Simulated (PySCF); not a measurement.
Sn(H)3(OAc), C₂H₆O₂Sn, SMILES [SnH3][O]C(C)=O, PBE0/def2-SVP optimised geometry. Atoms within 1.6 Å of the plane z = 0.8 Å (x, y, z in Å): Sn1 (0.05, -1.82, 0.00), O2 (-0.66, 0.14, 0.00), C3 (-0.27, 0.65, 1.14), C4 (-0.66, 2.08, 1.37), O5 (0.37, -0.02, 1.94), H6 (1.75, -1.82, 0.00), H7 (-0.71, -2.71, 1.24), H9 (-0.21, 2.71, 0.59), H10 (-0.32, 2.41, 2.36), H11 (-1.75, 2.18, 1.28).

Level of theory: PBE0/def2-TZVP, def2 effective core potentials past Kr (PySCF 2.14.0). The core electrons that the potentials of Sn replace are not part of the density. Cells within 0.4 Å of a nucleus heavier than hydrogen are left out (blank, or x).

Map of the Laplacian of the electron density (e/bohr⁵), clipped to [-1.50, 1.50] on the plane z = 0.8 Å:

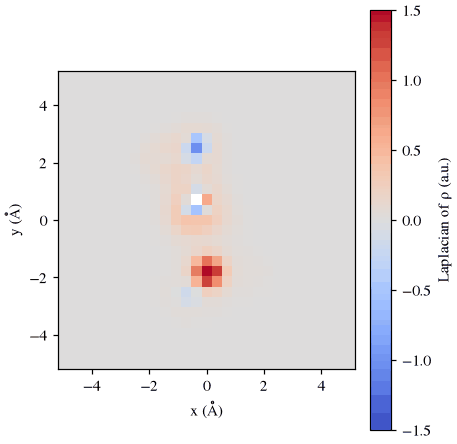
Figure: Laplacian of the electron density (e/bohr⁵), clipped to [-1.50, 1.50] on the plane z = 0.8 Å.
